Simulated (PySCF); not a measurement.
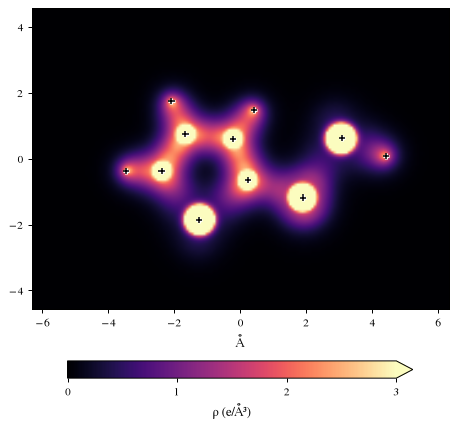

The electron density on a plane through atoms (crosses mark nuclei in the plane).

Method: PySCF 2.14.0, CAM-B3LYP/def2-SVPD, SCF density, gas phase.

Candidates:
A. C₄H₈SSi₂ (SMILES [SiH3]SC1=CC=C[SiH2]1)
B. C₆H₁₃FGe

Question: Which system is this?

Answer: Candidate A: C₄H₈SSi₂ on the plane of atoms C3, Si7 and C6, which holds Si, S, C and H. C–C (1.34 Å): ρ at the midpoint is about 2.3 e/Å³. C–S (1.75 Å): the density is about 1.4 e/Å³ at the midpoint.
